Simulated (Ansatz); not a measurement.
# CHClF2 (difluorochloromethane) at B3LYP/6-31G(d) (spherical functions)

What is the vertical singlet–triplet gap of CHClF2 (difluorochloromethane) at B3LYP/6-31G* (spherical functions)? 

The calculation is run with Ansatz 0.2.0.

69 further runs of the same task are left out: 69 set aside as unsound or not needed.

## 1. The system as given

CHClF2: 5 atoms, total charge 0, spin state singlet. SMILES: `FC(F)Cl`. The shape is that of a PBE0-D4/def2-TZVP optimisation.

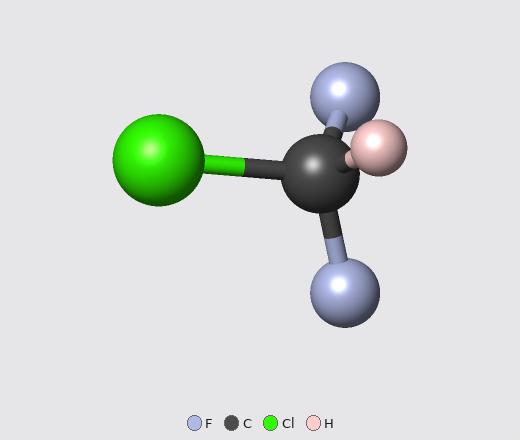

Viewed from a chosen angle; fluorine light blue, carbon dark grey, chlorine green, hydrogen pink.

## 2. A single-point energy at B3LYP/6-31G(d) (spherical functions)

run.yaml

```yaml
crystal:
  periodic: [false, false, false]
  atoms:
    - {symbol: F, position_ang: [0.038900, -0.568100, 1.222300]}
    - {symbol: C, position_ang: [0.109400, 0.023600, 0.028300]}
    - {symbol: F, position_ang: [0.844200, -0.745900, -0.776900]}
    - {symbol: Cl, position_ang: [-1.511000, 0.208900, -0.640800]}
    - {symbol: H, position_ang: [0.568600, 1.007800, 0.125800]}
basis:
  gaussian: {orbitals: 6-31G_st_-spherical.json}
accuracy: high
output: {orbitals: {seedname: orbitals}}
hamiltonian: {xc: {name: B3LYP}}
```

The basis set 6-31G* is read from a file made from the Basis Set Exchange's data (not shown).

Launch:

```
$ ansatz run run.yaml --threads 1 --pin off --max-ram 3480MiB --events-out events.jsonl --progress --plain --runs-dir runs
```

The log of the run:

```text
Warning: RAYON_NUM_THREADS=1 ignored (pool sized by the plan → 1); use --threads N
Functional definition: B3LYP
  name "B3LYP"
  parameter a0 = 0.2
  parameter ax = 0.72
  parameter ac = 0.81
  exchange = (1 - a0 - ax)*slater_x + ax*b88_x + a0*exact_x
  correlation = (1 - ac)*vwn_rpa_c + ac*lyp_c
1353 factors; integrals over basis functions are off by at most 3.7e-9 eV
mean field evaluation 1: about -19007.5775 eV, gradient 2.9e1 eV
mean field evaluation 2: about -19006.4507 eV, gradient 4.1e1 eV
mean field evaluation 4: about -19008.7929 eV, gradient 6.6e-1 eV
mean field evaluation 8: about -19008.9309 eV, gradient 2.5e-2 eV
mean field evaluation 16: about -19008.9310 eV, gradient 3.6e-6 eV
mean field -19008.93095101 eV, -698.5653277333 hartree, gradient 4.5e-8 eV, S^2 0.000000; 0 other end points of the search recorded, 0 dependent functions left out
reference -19008.93097750 eV, -698.5653287068 hartree; 21, 21 occupied and 41, 41 virtual orbitals, 1353 factors
Total energy: -19008.93097750 eV, -698.5653287068 hartree
```

Run time: 5.1 s. Hardware: 1 thread of Arm Neoverse V1, shared host; peak memory 0.17 GiB.

## 3. The triplet at the same level

Changes to run.yaml since step 2:

```diff
@@ -9,5 +9,11 @@
 basis:
-  gaussian: {orbitals: 6-31G_st_-spherical.json}
+  gaussian:
+    orbitals: 6-31G_st_-spherical.json
+magnetization:
+  spin_polarized: true
+  initial_magnetization: 2
+hamiltonian:
+  xc: {name: B3LYP}
 accuracy: high
-output: {orbitals: {seedname: orbitals}}
-hamiltonian: {xc: {name: B3LYP}}
+output:
+  orbitals: {seedname: orbitals}
```

The basis set 6-31G* is read from a file made from the Basis Set Exchange's data (not shown).

Launch:

```
$ ansatz run run.yaml --threads 1 --pin off --max-ram 3480MiB --events-out events.jsonl --progress --plain --runs-dir runs
```

The log of the run (excerpt; [...] marks lines left out):

```text
Warning: RAYON_NUM_THREADS=1 ignored (pool sized by the plan → 1); use --threads N
[... 7 set-up lines as earlier in the session ...]
1353 factors; integrals over basis functions are off by at most 3.7e-9 eV
mean field evaluation 1: about -18999.7677 eV, gradient 2.1e1 eV
mean field evaluation 2: about -18994.3403 eV, gradient 4.0e1 eV
mean field evaluation 4: about -19001.2118 eV, gradient 2.1e0 eV
mean field evaluation 8: about -19001.4193 eV, gradient 1.6e-1 eV
mean field evaluation 16: about -19001.4197 eV, gradient 4.5e-3 eV
mean field evaluation 32: about -19001.4197 eV, gradient 2.9e-6 eV
mean field -19001.41968276 eV, -698.2892937166 hartree, gradient 6.6e-8 eV, S^2 2.003066; 4 other end points of the search recorded, 0 dependent functions left out
reference -19001.41970990 eV, -698.2892947139 hartree; 22, 20 occupied and 40, 42 virtual orbitals, 1353 factors
Total energy: -19001.41970990 eV, -698.2892947139 hartree
```

Run time: 20 s. Hardware: 1 thread of Arm Neoverse V1, shared host; peak memory 0.26 GiB.

## 4. What came out

Level: B3LYP/6-31G* (spherical functions).

| quantity | value |
| --- | --- |
| singlet: total energy | -698.56533 Eh |
| singlet: HOMO energy | -9.12 eV |
| singlet: LUMO energy | 0.46 eV |
| singlet: HOMO–LUMO gap | 9.57 eV |
| triplet: total energy | -698.28929 Eh |
| triplet: HOMO energy (highest over α and β) | -1.87 eV |
| triplet: ⟨S²⟩ | 2.003 |
| vertical energy of the triplet above the singlet | 7.511 eV |

What this shows: At this shape the triplet lies 7.51 eV (173 kcal/mol) above the singlet.
